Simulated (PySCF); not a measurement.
## Electronic structure of C4H8F2O2 (SMILES CCOC(F)(F)OC) in real space

Input file:

```
{"job": {"kind": "uv", "xc": "CAM-B3LYP", "basis": "def2-SVPD", "nstates": 8, "ntriplets": 3}, "charge": 0, "multiplicity": 1}
C     -2.448661     0.066449     0.593516
C     -1.335940     0.039221    -0.442418
O     -0.057073     0.369557     0.133497
C      0.702859    -0.644990     0.549245
F      1.005442    -1.471354    -0.525439
F      0.051078    -1.479641     1.394655
O      1.822258    -0.257526     1.169670
C      2.637334     0.657170     0.436652
H     -2.301004    -0.708067     1.341266
H     -2.469275     1.033103     1.089910
H     -3.400657    -0.099347     0.096626
H     -1.493744     0.808935    -1.201048
H     -1.272505    -0.938569    -0.927671
H      3.512518     0.814657     1.061049
H      2.107799     1.597322     0.274892
H      2.931971     0.222023    -0.520848
```

Launched as:

```sh
OMP_NUM_THREADS=1 python probes_run.py task.json out
```

Geometry: GFN2-xTB.

The calculation used CAM-B3LYP/def2-SVPD, SCF density, gas phase in PySCF 2.14.0.

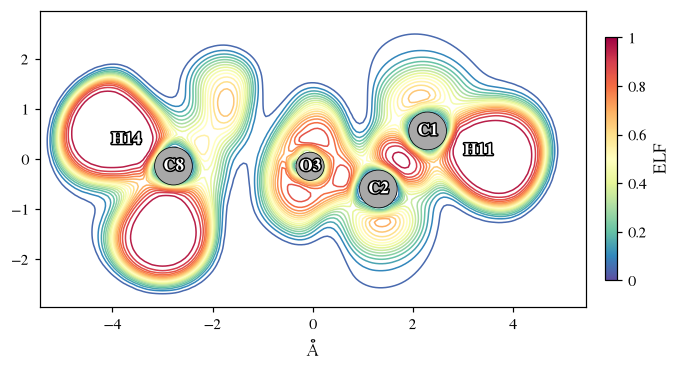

Figure 1. Electron localisation function on the plane of atoms C2, C1 and H11. Grey discs cover the atomic cores.

**What does the map show?**

Atoms in the plane: C, O and H.
C–C (1.52 Å): the ELF peaks at about 0.95 between the atoms; a shared electron pair.
C–H (1.09 Å): the ELF climbs to about 1 towards the hydrogen, as it does in any bond to H: a covalent bond by its length.
C–O (1.44 Å): the ELF peaks at about 0.90 between the atoms (a shared but strongly polarised pair).
The ELF also peaks beside O3, away from the bonds: lone-pair regions.

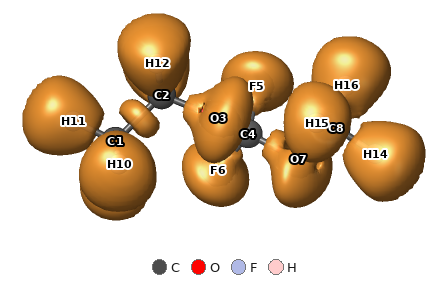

Figure 2. Isosurface of the ELF at 0.75 (orange), seen from one side. Core shells and regions of very low density are left out.

**Identify the bonds, lone pairs and shells in this picture.**

The ELF exceeds this value in one region between bonded C–C atoms (shared pairs), eight regions around hydrogen nuclei, two regions on F in which the atom's valence shell and bonds are merged and two regions on O in which the atom's valence shell and bonds are merged.


C–O (1.33 Å): the ELF peaks at about 0.90 between the atoms, as expected for a polar covalent bond. C–F (1.36 Å): the ELF peaks at about 0.85 between the atoms; a polar covalent bond.

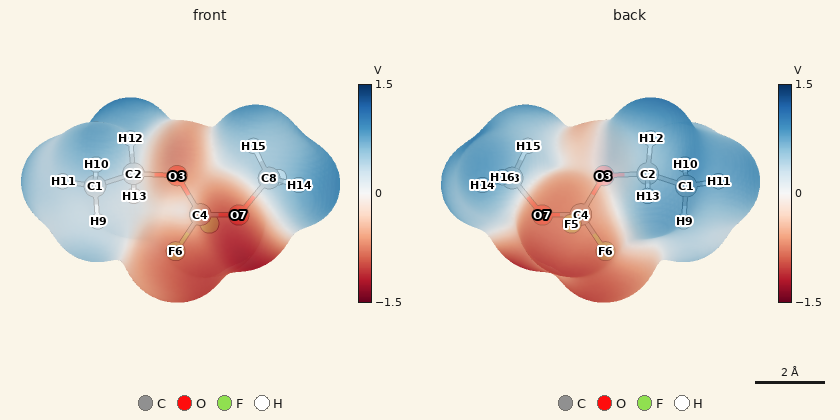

Figure 3. The electrostatic potential painted on the density surface at 0.002 e/bohr³, seen from the front and from behind; the colour scale runs from red (negative) to blue (positive).

**Describe the electrostatic potential map.**

The most negative region (about −1.2 V) lies over O7, the most positive (about +1.0 V) over C2, C8, H12 and H14. O7 is the likeliest acceptor of a hydrogen bond.
